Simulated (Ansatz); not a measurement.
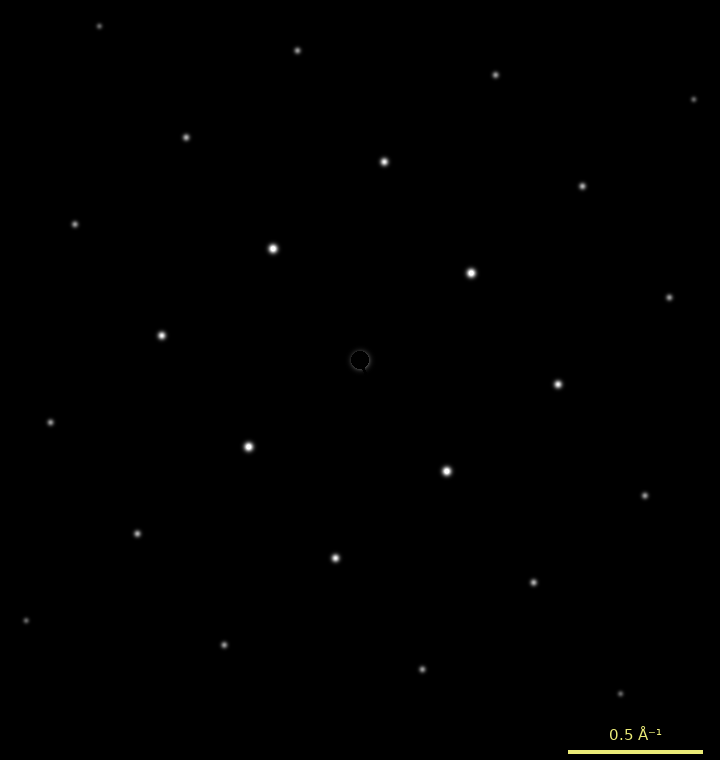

Simulated selected-area electron diffraction pattern (200 kV, kinematic approximation, thin crystal, B = 0.8 Å² for all atoms).

What net do the spots form, and what spacings does it show?

Answer. The spots form a square net with both shortest vectors at d = 1.89 Å, 90.0° apart.

What is the point symmetry of the pattern, intensities included?

Answer. 4mm. A zero-layer kinematic pattern is always centrosymmetric (Friedel's law). A fourfold pattern needs a tetragonal or cubic crystal seen along a 4 or -4 axis.

Which crystal and zone produced it?

Answer. This cannot be fixed from one zone alone; the pattern is [001] of Rh, space group Fm-3m (No. 225), a = 3.78 Å. The net vectors are 2 0 0 and 0 2 0. Structure: the input geometry of an electronic-structure calculation (not necessarily at equilibrium).
